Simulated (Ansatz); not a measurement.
The parent structure is GaAs in the zinc blende structure (space group F-43m, No. 216; a = 5.667 Å). Axes: x, y, z lie along the cube axes.

Perturbation: biaxial strain +4.52 %, plane normal [111], relaxed out of plane (Cartesian); in-plane vectors clamped, the third vector and the atoms free.

Computed with Kohn–Sham DFT with the r2SCAN functional, run in Ansatz (a quantum-chemistry and plane-wave program) with PAW and 500 eV plane waves, without spin-orbit coupling.

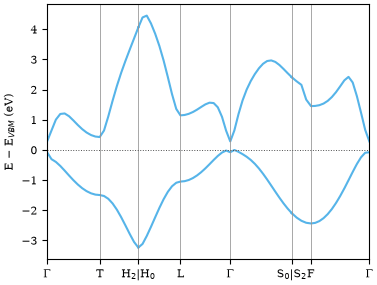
Figure. Highest valence and lowest conduction band along the path of the changed cell's own zone

Task: From the figure, how large is the changed gap, and is it direct?

Result: About 0.3 eV, indirect, Γ–S₀ (7 % along) → Γ.

No phonon test of stability was made. Labels are those of the standard path for the cell's own space group.
